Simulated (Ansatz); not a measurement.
**doublet [NF3]+: levels of theory compared**

Aim: a comparison of 6 runs (UHF/STO-3G, UHF/cc-pVTZ, UB2PLYP/cc-pVTZ, UPBE0/cc-pVTZ, USVWN5/cc-pVTZ, RPA@PBE/cc-pVTZ) of doublet [NF3]+. 

The results are computed with Ansatz 0.2.0.

22 further runs of the same task are left out: 22 set aside as unsound or not needed.

## Step 1: The system as given

[NF3]+: 4 atoms, total charge +1, spin state doublet. SMILES of the parent species: `FN(F)F`. The coordinates come from a PBE0-D4/def2-TZVP relaxation. That shape belongs to the parent species and isn't relaxed for this state.

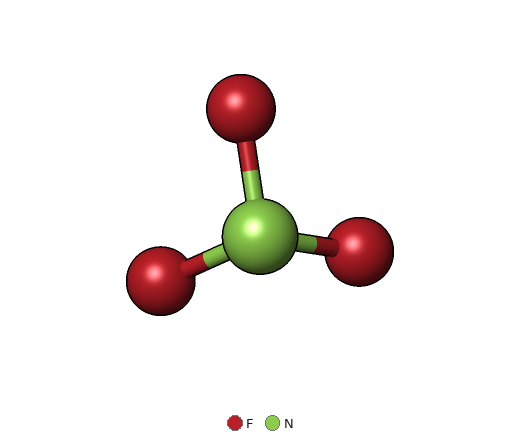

Viewed from a chosen angle; fluorine red, nitrogen green.

## Step 2: A single-point energy at UHF/STO-3G (run 1)

File molecule.yaml:

```yaml
crystal:
  periodic: [false, false, false]
  atoms:
    - {symbol: F, position_ang: [0.614010, 0.000340, 1.066930]}
    - {symbol: "N", position_ang: [0.353420, -0.074150, -0.266250]}
    - {symbol: F, position_ang: [-0.636280, -1.006490, -0.312240]}
    - {symbol: F, position_ang: [-0.331150, 1.080310, -0.488440]}
basis:
  gaussian: {orbitals: STO-3G}
total_charge: 1
magnetization: {spin_polarized: true, initial_magnetization: 1}
hamiltonian: {xc: hf}
accuracy: high
output: {orbitals: {seedname: orbitals}}
```

Launch:

```console
$ ansatz run molecule.yaml --threads 1 --pin off --max-ram 3480MiB --events-out events.jsonl --progress --plain --runs-dir runs
```

The program printed:

```text
Warning: RAYON_NUM_THREADS=1 ignored (pool sized by the plan → 1); use --threads N
Functional definition: HF
  name "HF"
  exchange = exact_x
  correlation = 0
369 factors; integrals over basis functions are off by at most 4.7e-8 eV
mean field evaluation 1: about -9443.5720 eV, gradient 3.7e1 eV
mean field evaluation 2: about -9443.7859 eV, gradient 3.7e1 eV
mean field evaluation 4: about -9452.8228 eV, gradient 3.0e0 eV
mean field evaluation 8: about -9453.0676 eV, gradient 1.3e-1 eV
mean field evaluation 16: about -9453.0543 eV, gradient 4.4e-8 eV
mean field evaluation 32: about -9448.4783 eV, gradient 8.4e0 eV
mean field -9453.05432556 eV, -347.3933389540 hartree, gradient 4.4e-8 eV, S^2 0.792689; 0 other end points of the search recorded, 0 dependent functions left out
reference -9453.05432556 eV, -347.3933389540 hartree; 17, 16 occupied and 3, 4 virtual orbitals, 369 factors
Total energy: -9453.05432556 eV, -347.3933389540 hartree
```

Run time: 0.12 s. Hardware: 1 thread of Intel Xeon 6975P-C (Granite Rapids), shared host.

## Step 3: A single-point energy at UHF/cc-pVTZ (run 2)

File job.yaml:

```yaml
crystal:
  periodic: [false, false, false]
  atoms:
    - {symbol: F, position_ang: [0.614010, 0.000340, 1.066930]}
    - {symbol: N, position_ang: [0.353420, -0.074150, -0.266250]}
    - {symbol: F, position_ang: [-0.636280, -1.006490, -0.312240]}
    - {symbol: F, position_ang: [-0.331150, 1.080310, -0.488440]}
basis:
  gaussian: {orbitals: cc-pVTZ}
hamiltonian: {xc: hf}
total_charge: 1
magnetization: {spin_polarized: true, initial_magnetization: 1}
output: {orbitals: {seedname: orbitals}}
accuracy: high
```

Launch:

```console
$ ansatz run job.yaml --threads 1 --pin off --max-ram 3480MiB --events-out events.jsonl --progress --plain --runs-dir runs
```

The program printed:

```text
Warning: RAYON_NUM_THREADS=1 ignored (pool sized by the plan → 1); use --threads N
Functional definition: HF
  name "HF"
  exchange = exact_x
  correlation = 0
2075 factors; integrals over basis functions are off by at most 3.4e-9 eV
mean field evaluation 1: about -9574.6459 eV, gradient 4.9e1 eV
mean field evaluation 2: about -9574.7746 eV, gradient 5.0e1 eV
mean field evaluation 4: about -9583.5125 eV, gradient 4.5e0 eV
mean field evaluation 8: about -9583.8153 eV, gradient 6.2e-1 eV
mean field evaluation 16: about -9583.8252 eV, gradient 2.3e-8 eV
mean field evaluation 32: about -9577.8996 eV, gradient 2.9e1 eV
mean field -9583.82521202 eV, -352.1990803915 hartree, gradient 3.5e-8 eV, S^2 0.782304; 0 other end points of the search recorded, 0 dependent functions left out
reference -9583.82521202 eV, -352.1990803915 hartree; 17, 16 occupied and 103, 104 virtual orbitals, 2075 factors
Total energy: -9583.82521202 eV, -352.1990803915 hartree
```

It took 4.2 s on 1 thread of Intel Xeon 6975P-C (Granite Rapids), shared host; peak memory 0.42 GiB.

## Step 4: The energy at UB2PLYP/cc-pVTZ (run 3)

File in.yaml:

```yaml
crystal:
  periodic: [false, false, false]
  atoms:
    - {symbol: F, position_ang: [0.614010, 0.000340, 1.066930]}
    - {symbol: N, position_ang: [0.353420, -0.074150, -0.266250]}
    - {symbol: F, position_ang: [-0.636280, -1.006490, -0.312240]}
    - {symbol: F, position_ang: [-0.331150, 1.080310, -0.488440]}
basis:
  gaussian:
    orbitals: cc-pVTZ
total_charge: 1
magnetization:
  spin_polarized: true
  initial_magnetization: 1
hamiltonian:
  xc: {name: B2PLYP}
correlation:
  frozen_orbitals: {F: 1, "N": 1}
accuracy: high
output: {orbitals: {seedname: orbitals}}
```

Launch:

```console
$ ansatz run in.yaml --threads 1 --pin off --max-ram 3480MiB --events-out events.jsonl --progress --plain --runs-dir runs
```

The program printed, shortened:

```text
Warning: RAYON_NUM_THREADS=1 ignored (pool sized by the plan → 1); use --threads N
Functional definition: B2PLYP
  name "B2PLYP"
[...]
2075 factors; integrals over basis functions are off by at most 3.4e-9 eV
[...]
mean field -9611.70122367 eV, -353.2235049247 hartree, gradient 7.2e-8 eV, S^2 0.768970; 0 other end points of the search recorded, 0 dependent functions left out
4 core orbitals not correlated: weight in the atoms' cores, before any rotation towards them, 1.000 or more for the frozen orbitals, at most 0.000 for the correlated occupied ones
reference -9611.70123679 eV, -353.2235054070 hartree; 13, 12 occupied and 103, 104 virtual orbitals, 2075 factors
second order -31.65303267 eV of doubles, -0.00000000 eV of singles
Total energy: -9620.24755561 eV, -353.5375768308 hartree
```

Wall time 7.2 s (1 thread of Intel Xeon 6975P-C (Granite Rapids), shared host); peak memory 0.45 GiB.

Runs 4 to 5 aren't shown in full; the table further down has their settings and results.

## Step 5: A single-point energy at RPA@PBE/cc-pVTZ (run 6)

File job.yaml:

```yaml
crystal:
  periodic: [false, false, false]
  atoms:
    - {symbol: F, position_ang: [0.614010, 0.000340, 1.066930]}
    - {symbol: "N", position_ang: [0.353420, -0.074150, -0.266250]}
    - {symbol: F, position_ang: [-0.636280, -1.006490, -0.312240]}
    - {symbol: F, position_ang: [-0.331150, 1.080310, -0.488440]}
basis:
  gaussian:
    orbitals: cc-pVTZ
total_charge: 1
magnetization:
  spin_polarized: true
  initial_magnetization: 1
hamiltonian:
  xc: pbe
correlation:
  method: rpa
  frozen_orbitals: {F: 1, "N": 1}
accuracy: high
```

Launch:

```console
$ ansatz run job.yaml --threads 1 --pin off --max-ram 3480MiB --events-out events.jsonl --progress --plain --runs-dir runs
```

The program printed, shortened:

```text
Warning: RAYON_NUM_THREADS=1 ignored (pool sized by the plan → 1); use --threads N
Functional definition: PBE
  name "PBE"
[...]
2075 factors; integrals over basis functions are off by at most 3.4e-9 eV
[...]
mean field -9617.47075021 eV, -353.4355311144 hartree, gradient 2.4e-8 eV, S^2 0.752563; 2 other end points of the search recorded, 0 dependent functions left out
4 core orbitals not correlated: weight in the atoms' cores, before any rotation towards them, 1.000 or more for the frozen orbitals, at most 0.000 for the correlated occupied ones
reference -9581.38428109 eV, -352.1093778347 hartree; 13, 12 occupied and 103, 104 virtual orbitals, 2075 factors
Total energy: -9621.19644946 eV, -353.5724480366 hartree
```

Run time: 11 s. Hardware: 1 thread of Intel Xeon 6975P-C (Granite Rapids), shared host; peak memory 0.51 GiB.

## Step 6: All runs side by side

| run | level | frozen core orbitals | energy (Eh) | HOMO energy (eV) | LUMO energy (eV) | ⟨S²⟩ | wall time |
| --- | --- | --- | --- | --- | --- | --- | --- |
| 1 | UHF/STO-3G | – | -347.393339 | -23.85 | -8.70 | 0.793 | 0.12 s |
| 2 | UHF/cc-pVTZ | – | -352.199080 | -27.21 | -10.96 | 0.782 | 4.2 s |
| 3 | UB2PLYP/cc-pVTZ | 4 | -353.537577 | -23.48 | -14.68 | 0.769 | 7.2 s |
| 4 | UPBE0/cc-pVTZ | – | -353.395924 | -21.16 | -16.39 | 0.759 | 6 s |
| 5 | USVWN5/cc-pVTZ | – | -351.452093 | -18.98 | -17.80 | 0.751 | 3.6 s |
| 6 | RPA@PBE/cc-pVTZ | 4 | -353.572448 | – | – | 0.753 | 11 s |

## Step 7: Outcome

| quantity | value |
| --- | --- |
| run 6: total energy | -353.57245 Eh |
| run 6: RPA correlation energy (valence) | -1463.1 mEh |
| run 6: ⟨S²⟩ of the reference determinant | 0.753 |

In words: Totals of different functionals can't be ranked against each other. In run 1 the basis is minimal, so the values are rough. All runs together took 32 s, the longest 11 s.
